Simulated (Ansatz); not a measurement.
## Electronic structure of CH3Cl3Si (SMILES C[Si](Cl)(Cl)Cl) in real space

Input file:

```
crystal:
  periodic: [false, false, false]
  atoms:
    - symbol: C
      position_ang: [0.505185, 1.946409, -3.104378]
    - symbol: Cl
      position_ang: [2.282753, -0.719926, -2.608255]
    - symbol: Cl
      position_ang: [0.179346, 0.461136, -0.240218]
    - symbol: Cl
      position_ang: [2.980703, 2.183104, -1.023378]
    - symbol: Si
      position_ang: [1.449137, 1.005355, -1.796472]
    - symbol: H
      position_ang: [0.065773, 2.864431, -2.666951]
    - symbol: H
      position_ang: [1.185729, 2.231452, -3.930697]
    - symbol: H
      position_ang: [-0.309723, 1.315425, -3.510540]
basis:
  gaussian:
    orbitals: def2-TZVPD
hamiltonian:
  xc: pbe0
output:
  forces: true
  orbitals: {seedname: orbitals}
```

Launched as:

```sh
ansatz run input.yaml --threads 2 --pin off --max-ram 4350MiB --events-out events.jsonl --progress --plain --runs-dir runs
```

Geometry: BLYP-D3(BJ)/def2-SVP.

Level of theory: isolated molecule in a Gaussian basis; Kohn-Sham density functional theory, functional PBE0 (Ansatz).

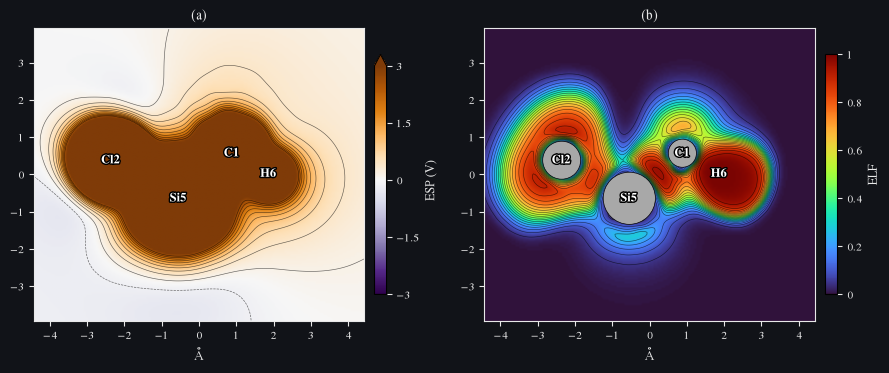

Figure 1. (a) electrostatic potential; (b) electron localisation function on the plane of atoms C1, Si5 and Cl2. Grey discs cover the atomic cores in the ELF map.

Read the bonding off the picture.

Answer. Atoms in the plane: C, Cl, Si and H.
C–Si (1.87 Å): the ELF peaks at about 0.95 between the atoms, as expected for localised, covalent bonding.
Si–Cl (2.08 Å): the ELF peaks at about 0.85 between the atoms: a shared but strongly polarised pair.
C–H (1.11 Å): the ELF climbs to about 1 towards the hydrogen, as it does in any bond to H; a covalent bond by its length.
The ELF also peaks beside Cl2, away from the bonds: lone-pair regions.
Outside the dense part of the molecule the potential is most negative (−0.3 V) near Cl2.

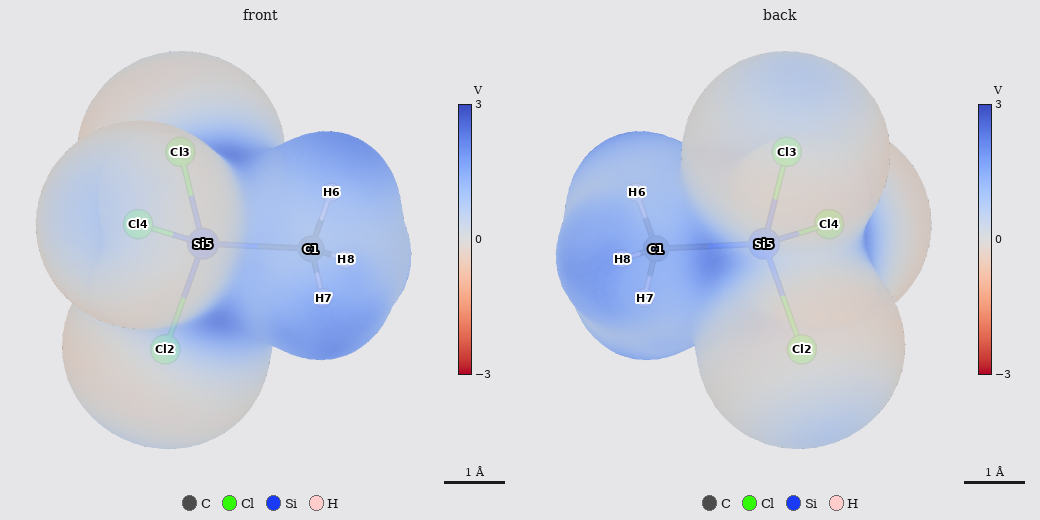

Figure 2. The electrostatic potential painted on the density surface at 0.004 e/bohr³, seen from the front and from behind; red is negative and blue positive.

Where is the surface potential most negative and most positive?

Answer. The most negative region (about −0.2 V) lies over Cl2, Cl3 and Cl4, the most positive (about +2.0 V) over Si5. Cl2 shows a σ-hole: about +0.7 V at the tip opposite its bond, against about −0.1 V on its flanks. Cl3 shows a σ-hole: about +0.7 V at the tip opposite its bond, against about −0.1 V on its flanks. Cl4 shows a σ-hole: about +0.6 V at the tip opposite its bond, against about −0.1 V on its flanks.

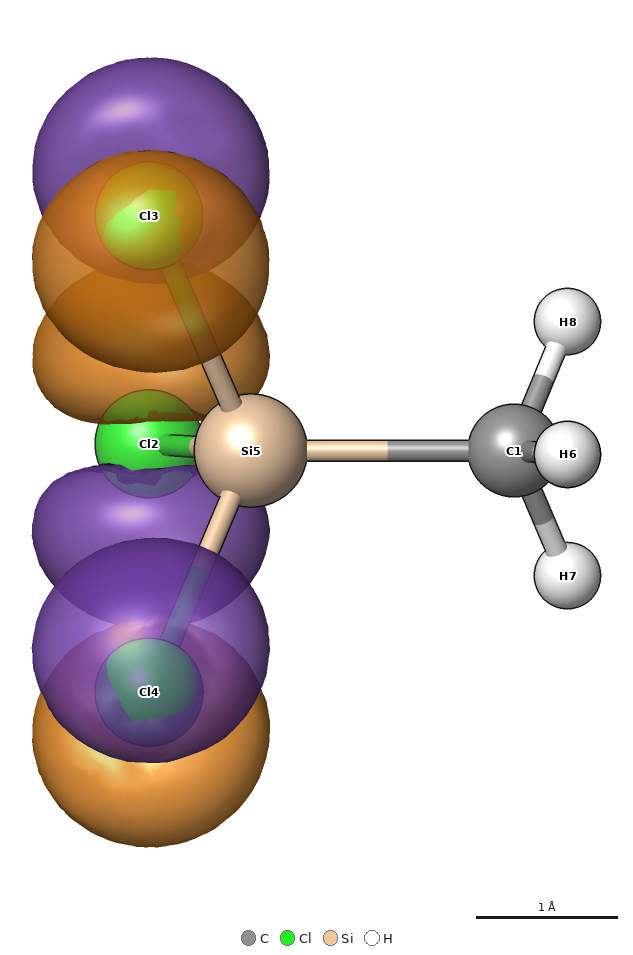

Figure 3. One frontier orbital at ±0.15 Å⁻³ᐟ² (orange and purple are the two phases), seen from one side.

Which orbital is it: HOMO or LUMO?

Answer. The HOMO, at −9.22 eV. By Hirshfeld shares it lies mainly on Cl2 (about 30 %), Cl3 (about 30 %) and Cl4 (about 30 %); largely a combination of lone pairs on Cl2, Cl3 and Cl4.
